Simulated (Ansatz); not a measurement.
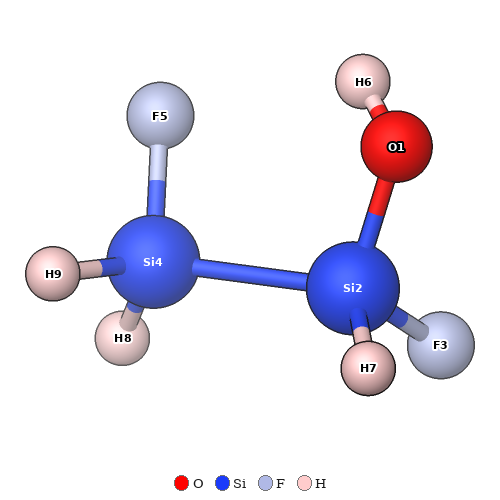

The system is F₂H₄OSi₂, SMILES O[SiH](F)[SiH2]F; the picture shows the reference structure. The first coordinate is: dihedral H6–O1–Si2–Si4; the second: dihedral O1–Si2–Si4–F5. Nothing is relaxed (all other coordinates rigid). Grid: 18 × 18 points. Points are written as (first, second). All energies are given in meV relative to the lowest grid point. Level of theory: Ansatz 0.2.0, RKS PBE0-D4/def2-SVP.

Its coordinates:

```tsv
atom	x (Å)	y (Å)	z (Å)
O	0.7194	1.7362	-0.5222
Si	1.0214	0.1138	-0.4441
F	1.0838	-0.5449	-1.9304
Si	-0.8548	-0.7621	0.6610
F	-1.9624	0.4090	0.3377
H	-0.2130	1.9773	-0.5789
H	2.3581	-0.0736	0.1705
H	-1.3749	-2.0608	0.1469
H	-0.6893	-0.8412	2.1424
```

Range: dihedral H6–O1–Si2–Si4 from −180 to 160°; dihedral O1–Si2–Si4–F5 from −180 to 160°.

> What will the energy surface look like?

The lowest grid point is at (−20°, 20°). The bottom of the well lies between grid points, at about (−30°, 25°), about 5.4 meV lower on the interpolated surface. There are further wells near (160°, −60°) (56 meV above the lowest at that grid point); (−180°, −180°) (67 meV above the lowest at that grid point); (−180°, 60°) (85 meV above the lowest at that grid point). The highest grid point, (60°, 120°), lies 336 meV above the lowest. On the interpolated surface the easiest way out of the lowest well to the well at about (175°, 60°) passes a barrier of about 127 meV, counted from the interpolated bottom of the well. Round the minimum the valley is strongly tilted: raising dihedral H6–O1–Si2–Si4 shifts the best value of dihedral O1–Si2–Si4–F5 downwards (coupling k₁₂/√(k₁₁k₂₂) about 0.6).

```
dihedral O1–Si2–Si4–F5 ↓, dihedral H6–O1–Si2–Si4 →  −180  −140  −100  −60  −20   20   60  100  140
                                               140   109   167   198  161  187  287  331  269  153
                                               100   116   156   180  149  173  255  309  269  167
                                                60    85   114   109   49   81  193  243  205  120
                                                20   117   161   147   44    0  128  237  218  139
                                               −20   116   168   172  101   54   87  185  193  131
                                               −60    66   129   139   91  107  157  178  142   70
                                              −100    86   162   190  143  155  234  266  203  103
                                              −140    91   156   196  172  194  256  288  234  128
                                              −180    67   124   156  133  177  258  276  212  105
```

The table holds every second grid line.

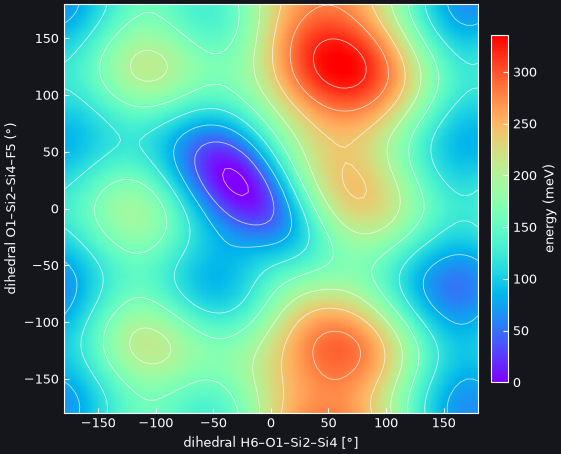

The picture shows a smooth colour map with a few white contour lines. Between grid points the surface is interpolated.

Time for the 324 points that were run: 39 min on 1 thread of Arm Neoverse N1 (shared host).
